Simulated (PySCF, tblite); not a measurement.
# C7H8O: a rotation path, then NMR shifts on frames, part 2 of 2

tblite 0.8.0 and PySCF 2.14.0. Atoms count from 0. The steps go on from the part before.

### 5 NMR shieldings: image 4, PBE0/pcSseg-1

What the job is given:

```
{"job": {"kind": "nmr", "xc": "PBE0", "basis": "pcSseg-1", "pop": false}, "charge": 0, "multiplicity": 1}
C      2.422300    -0.015100     0.678900
O      1.814300    -0.041700    -0.598500
C      0.469700     0.156800    -0.575200
C     -0.338200     1.210800    -0.677200
C     -1.596900     0.385400    -0.512300
C     -1.962500     0.103000     0.929600
C     -1.155300    -0.947100     1.034300
C     -0.656700    -0.849900    -0.389200
H      3.476500    -0.234000     0.520400
H      2.315400     0.972100     1.141100
H      1.984800    -0.767000     1.343700
H     -0.193500     2.268800    -0.780100
H     -2.382900     0.477800    -1.252400
H     -2.617300     0.627200     1.599500
H     -0.885000    -1.619300     1.827900
H     -0.702300    -1.718800    -1.034300
```

With the program's defaults for keys left out, this is: GIAO PBE0/pcSseg-1 NMR shielding, non-relativistic, gas phase.

The program printed:

```text
coarse grid: 13648 points
cycle   1  E = -346.0695752009  dE =  1.517e+00  |g| = 5.441e-01  |ddm| = 3.702e+00
cycle   2  E = -346.0443874862  dE =  2.519e-02  |g| = 6.773e-01  |ddm| = 1.110e+00
cycle   3  E = -346.1308713938  dE = -8.648e-02  |g| = 8.210e-02  |ddm| = 6.362e-01
cycle   4  E = -346.1319019285  dE = -1.031e-03  |g| = 3.688e-02  |ddm| = 8.559e-02
cycle   5  E = -346.1321917474  dE = -2.898e-04  |g| = 1.155e-02  |ddm| = 3.939e-02
cycle   6  E = -346.1322170505  dE = -2.530e-05  |g| = 5.496e-03  |ddm| = 1.345e-02
cycle   7  E = -346.1322241311  dE = -7.081e-06  |g| = 1.057e-03  |ddm| = 5.345e-03
final grid: 132640 points
cycle   8  E = -346.1926154903  dE = -3.154e-05  |g| = 1.239e-02  |ddm| = 4.093e-02
cycle   9  E = -346.1925793538  dE =  3.614e-05  |g| = 1.863e-02  |ddm| = 2.326e-02
cycle  10  E = -346.1926459041  dE = -6.655e-05  |g| = 1.882e-03  |ddm| = 1.495e-02
cycle  11  E = -346.1926467291  dE = -8.250e-07  |g| = 4.361e-04  |ddm| = 2.099e-03
cycle  12  E = -346.1926467656  dE = -3.655e-08  |g| = 2.020e-04  |ddm| = 5.237e-04
cycle  13  E = -346.1926467753  dE = -9.626e-09  |g| = 3.569e-05  |ddm| = 1.887e-04
cycle  14  E = -346.1926467755  dE = -2.281e-10  |g| = 1.655e-05  |ddm| = 4.356e-05
converged SCF energy = -346.1926467755

GIAO shielding tensors (ppm)
atom      isotropic    diamagn.    paramagn.     s11        s22        s33       span
  0 C      127.043     244.318    -117.275     89.066    110.756    181.306     92.240
  1 O      252.969     396.114    -143.145    195.715    231.422    331.771    136.057
  2 C        5.954     250.031    -244.078   -100.811     17.308    101.365    202.175
  3 C       57.243     253.995    -196.753    -32.351     54.070    150.009    182.360
  4 C      144.686     255.527    -110.840    114.668    148.908    170.483     55.816
  5 C       31.962     254.367    -222.405    -85.252     22.242    158.895    244.148
  6 C       32.745     252.358    -219.613    -83.423     21.432    160.228    243.651
  7 C      127.799     248.877    -121.079    108.878    125.710    148.807     39.929
  8 H       27.764      27.649       0.114     24.441     25.535     33.314      8.873
  9 H       28.377      28.887      -0.510     25.096     26.345     33.690      8.594
 10 H       27.880      29.649      -1.769     23.967     26.763     32.909      8.942
 11 H       25.868      32.608      -6.740     23.959     24.786     28.858      4.899
 12 H       28.049      31.655      -3.605     25.497     26.592     32.058      6.561
 13 H       24.812      31.769      -6.957     22.894     24.878     26.666      3.772
 14 H       24.676      31.381      -6.704     22.390     25.188     26.451      4.061
 15 H       27.681      30.752      -3.071     25.832     26.644     30.568      4.736
```

It took 21 s on 1 thread of Arm Neoverse V1, shared host; peak memory 0.84 GiB.

Key values: δ C2 181.0, C5 155.0, C6 154.2, C3 129.7, H14 7.04, H13 6.90 ppm.

### 6 NMR shieldings: image 6, PBE0/pcSseg-1

What the job is given:

```
{"job": {"kind": "nmr", "xc": "PBE0", "basis": "pcSseg-1", "pop": false}, "charge": 0, "multiplicity": 1}
C      2.366900    -0.247500     0.633400
O      1.823700     0.456800    -0.464900
C      0.475800     0.415800    -0.524300
C     -0.478400     1.302700    -0.804600
C     -1.601100     0.316800    -0.555000
C     -1.982000     0.172100     0.903400
C     -1.033600    -0.720100     1.168800
C     -0.487600    -0.725900    -0.238900
H      3.449000    -0.202400     0.531200
H      2.069500     0.231500     1.572200
H      2.037700    -1.290900     0.647000
H     -0.486100     2.342000    -1.062700
H     -2.361100     0.180300    -1.315600
H     -2.732100     0.672400     1.486300
H     -0.696500    -1.231800     2.052000
H     -0.371600    -1.662900    -0.772300
```

With the program's defaults for keys left out, this is: GIAO PBE0/pcSseg-1 NMR shielding, non-relativistic, gas phase.

The program printed:

```text
coarse grid: 13648 points
cycle   1  E = -346.0748309234  dE =  1.535e+00  |g| = 5.395e-01  |ddm| = 3.712e+00
cycle   2  E = -346.0482958499  dE =  2.654e-02  |g| = 6.748e-01  |ddm| = 1.087e+00
cycle   3  E = -346.1355394042  dE = -8.724e-02  |g| = 8.874e-02  |ddm| = 6.159e-01
cycle   4  E = -346.1367815174  dE = -1.242e-03  |g| = 4.096e-02  |ddm| = 9.538e-02
cycle   5  E = -346.1371456509  dE = -3.641e-04  |g| = 1.315e-02  |ddm| = 4.371e-02
cycle   6  E = -346.1371801709  dE = -3.452e-05  |g| = 5.654e-03  |ddm| = 1.466e-02
cycle   7  E = -346.1371874031  dE = -7.232e-06  |g| = 1.163e-03  |ddm| = 5.560e-03
final grid: 132640 points
cycle   8  E = -346.1971468776  dE = -2.884e-05  |g| = 1.240e-02  |ddm| = 4.240e-02
cycle   9  E = -346.1971055953  dE =  4.128e-05  |g| = 1.935e-02  |ddm| = 2.357e-02
cycle  10  E = -346.1971773001  dE = -7.170e-05  |g| = 1.910e-03  |ddm| = 1.498e-02
cycle  11  E = -346.1971781437  dE = -8.437e-07  |g| = 4.180e-04  |ddm| = 2.042e-03
cycle  12  E = -346.1971781758  dE = -3.203e-08  |g| = 2.045e-04  |ddm| = 5.271e-04
cycle  13  E = -346.1971781858  dE = -1.006e-08  |g| = 4.007e-05  |ddm| = 1.986e-04
cycle  14  E = -346.1971781861  dE = -3.084e-10  |g| = 1.687e-05  |ddm| = 4.683e-05
converged SCF energy = -346.1971781861

GIAO shielding tensors (ppm)
atom      isotropic    diamagn.    paramagn.     s11        s22        s33       span
  0 C      131.578     245.392    -113.814    101.708    112.234    180.792     79.084
  1 O      229.797     395.201    -165.404    109.405    272.934    307.052    197.648
  2 C       10.641     252.358    -241.717    -88.791     19.572    101.142    189.933
  3 C       66.583     252.765    -186.182     -9.492     60.025    149.215    158.706
  4 C      144.460     255.186    -110.726    113.948    148.461    170.970     57.022
  5 C       28.166     254.756    -226.591    -85.834     14.488    155.843    241.676
  6 C       34.956     252.321    -217.365    -79.570     25.493    158.944    238.514
  7 C      131.786     248.788    -117.002    111.427    134.442    149.489     38.062
  8 H       27.776      27.673       0.104     24.223     25.915     33.191      8.968
  9 H       28.340      29.291      -0.951     25.153     26.042     33.825      8.672
 10 H       27.952      29.971      -2.019     24.698     26.986     32.172      7.474
 11 H       26.127      32.487      -6.360     24.164     25.331     28.887      4.723
 12 H       28.040      31.751      -3.711     25.345     26.512     32.264      6.919
 13 H       24.689      31.828      -7.139     22.942     24.729     26.397      3.456
 14 H       24.821      31.514      -6.693     22.630     25.542     26.292      3.662
 15 H       27.630      30.784      -3.154     25.489     26.658     30.744      5.256
```

It took 21 s on 1 thread of Arm Neoverse V1, shared host; peak memory 0.84 GiB.

In short: δ C2 176.3, C5 158.8, C6 152.0, C3 120.3, H13 7.03, H14 6.90 ppm.

### 7 NMR shieldings: image 8, PBE0/pcSseg-1

What the job is given:

```
{"job": {"kind": "nmr", "xc": "PBE0", "basis": "pcSseg-1", "pop": false}, "charge": 0, "multiplicity": 1}
C      2.469300    -0.375100     0.462200
O      1.785400     0.710400    -0.124900
C      0.464400     0.532700    -0.319900
C     -0.512400     1.301100    -0.806600
C     -1.582000     0.255600    -0.565600
C     -2.135700     0.237200     0.842800
C     -1.159000    -0.525400     1.323400
C     -0.440600    -0.641800    -0.003100
H      3.502500    -0.054400     0.582900
H      2.049800    -0.628800     1.440500
H      2.437900    -1.260100    -0.181900
H     -0.572900     2.303900    -1.176100
H     -2.222600    -0.039600    -1.388500
H     -2.993900     0.723400     1.266600
H     -0.902000    -0.905700     2.295000
H     -0.195800    -1.624600    -0.390900
```

Method: GIAO PBE0/pcSseg-1 NMR shielding, non-relativistic, gas phase.

The program printed:

```text
coarse grid: 13648 points
cycle   1  E = -346.0755126053  dE =  1.537e+00  |g| = 5.397e-01  |ddm| = 3.729e+00
cycle   2  E = -346.0487148936  dE =  2.680e-02  |g| = 6.724e-01  |ddm| = 1.056e+00
cycle   3  E = -346.1366071605  dE = -8.789e-02  |g| = 8.926e-02  |ddm| = 5.889e-01
cycle   4  E = -346.1378818158  dE = -1.275e-03  |g| = 4.249e-02  |ddm| = 9.895e-02
cycle   5  E = -346.1382789318  dE = -3.971e-04  |g| = 1.375e-02  |ddm| = 4.599e-02
cycle   6  E = -346.1383173153  dE = -3.838e-05  |g| = 5.616e-03  |ddm| = 1.502e-02
cycle   7  E = -346.1383242436  dE = -6.928e-06  |g| = 1.222e-03  |ddm| = 5.480e-03
final grid: 132640 points
cycle   8  E = -346.1984966855  dE = -2.662e-05  |g| = 1.309e-02  |ddm| = 3.996e-02
cycle   9  E = -346.1984459778  dE =  5.071e-05  |g| = 2.096e-02  |ddm| = 2.410e-02
cycle  10  E = -346.1985299845  dE = -8.401e-05  |g| = 2.175e-03  |ddm| = 1.570e-02
cycle  11  E = -346.1985311012  dE = -1.117e-06  |g| = 4.596e-04  |ddm| = 2.283e-03
cycle  12  E = -346.1985311430  dE = -4.179e-08  |g| = 1.949e-04  |ddm| = 5.620e-04
cycle  13  E = -346.1985311520  dE = -9.056e-09  |g| = 4.071e-05  |ddm| = 1.903e-04
cycle  14  E = -346.1985311524  dE = -3.307e-10  |g| = 1.720e-05  |ddm| = 4.570e-05
converged SCF energy = -346.1985311524

GIAO shielding tensors (ppm)
atom      isotropic    diamagn.    paramagn.     s11        s22        s33       span
  0 C      131.568     244.701    -113.133    105.669    107.246    181.789     76.121
  1 O      226.057     394.634    -168.576     99.947    286.048    292.177    192.231
  2 C       12.839     254.176    -241.337    -83.394     20.942    100.969    184.363
  3 C       75.119     250.964    -175.846      1.998     71.923    151.436    149.438
  4 C      144.510     254.018    -109.508    114.057    147.640    171.832     57.775
  5 C       28.532     255.166    -226.634    -88.956     15.186    159.366    248.323
  6 C       34.710     252.502    -217.792    -80.877     26.283    158.724    239.601
  7 C      133.915     248.457    -114.542    111.754    139.578    150.413     38.659
  8 H       27.818      27.386       0.432     24.124     25.994     33.336      9.212
  9 H       27.880      29.754      -1.874     24.000     26.712     32.928      8.927
 10 H       27.969      29.240      -1.271     24.840     26.033     33.033      8.194
 11 H       26.532      32.280      -5.749     24.300     25.646     29.650      5.350
 12 H       28.064      31.695      -3.631     25.289     26.663     32.240      6.951
 13 H       24.660      31.765      -7.106     22.757     24.766     26.457      3.700
 14 H       24.814      31.366      -6.553     22.773     25.646     26.022      3.249
 15 H       27.522      31.052      -3.530     25.069     27.247     30.250      5.181
```

Run time: 21 s. Hardware: 1 thread of Arm Neoverse V1, shared host; peak memory 0.84 GiB.

This run: δ C2 174.1, C5 158.4, C6 152.2, C3 111.8, H13 7.06, H14 6.90 ppm.

### 8 Comparing the runs: NMR shifts

Shifts (ppm) of some atoms, chosen among heavy atoms and hydrogens apart, with basis size and wall time:

```
  frame     C2     C3    C0    C7   H11    H9     O1  functions  time
image 0  177.0  108.1  57.7  55.3  5.12  3.65  127.3        176  28 s
image 2  180.0  120.2  60.6  58.3  5.58  3.84  100.8        176  21 s
image 4  181.0  129.7  59.9  59.1  5.85  3.34   83.1        176  21 s
image 6  176.3  120.3  55.3  55.1  5.59  3.38  106.3        176  21 s
image 8  174.1  111.8  55.4  53.0  5.18  3.84  110.0        176  21 s
```

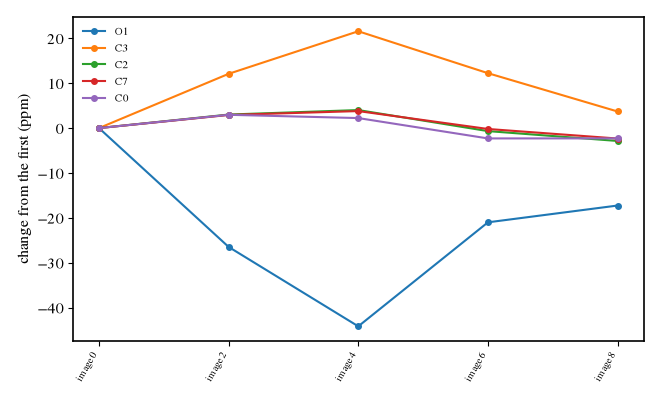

How five of the tabulated atoms move from run to run.

### 9 What came out

What follows sums up all 2 parts.

| quantity | value |
| --- | --- |
| barrier | 0.240 eV (5.5 kcal/mol) at image 4 |
| end to end (GFN2-xTB) | 0.052 eV |
| 13C shifts against TMS (PBE0/pcSseg-1, image 0) | 177.0, 157.5, 152.4, 108.1, 57.7, 55.3, 42.1 ppm |
| 1H shifts against TMS (PBE0/pcSseg-1, image 0) | 6.99, 6.95, 5.12, 4.05, 3.93, 3.65, 3.63, 3.54 ppm |
| 17O shifts against H2O (PBE0/pcSseg-1, image 0) | 127.3 ppm |
| surface potential, 1st and 99th percentile | -1.15 V and 0.87 V |
| range of the shift of O1 | 83.1 to 127.3 ppm |

**Reading.** Along the band the dihedral turns by 178°, and the top (dihedral -87°) lies 5.5 kcal/mol above the start (GFN2-xTB, rough), so at room temperature this motion is fast. The top was not checked by a frequency run. Shifts at one fixed geometry are not the observed spectrum, which averages over the motion. Across the 5 runs the shift of O1 moves most, between 83.1 (image 4) and 127.3 ppm (image 0).
